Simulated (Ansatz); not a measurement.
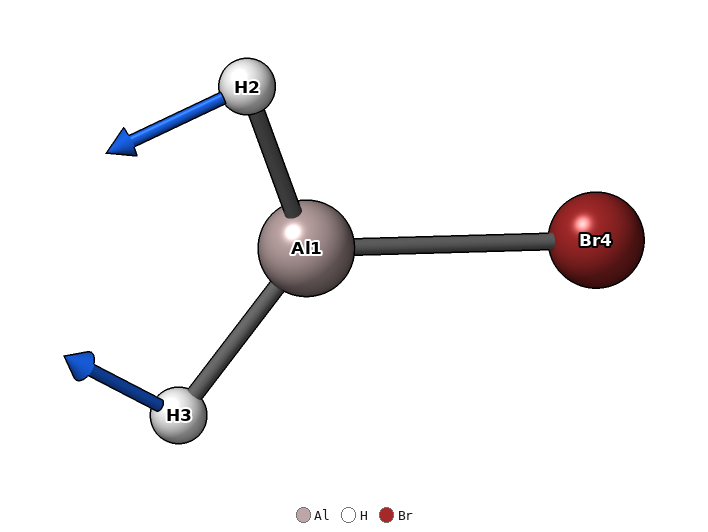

The arrows show one normal mode. Harmonic vibrations computed with RKS PBE0-D4/def2-TZVP (Ansatz 0.2.0) at a stationary point of the same level.

Describe the motion.

Answer. Mostly angle bending.

At what wavenumber does it lie?

Answer. 770 cm⁻¹; it is mode 4 of 6 counted from the lowest.
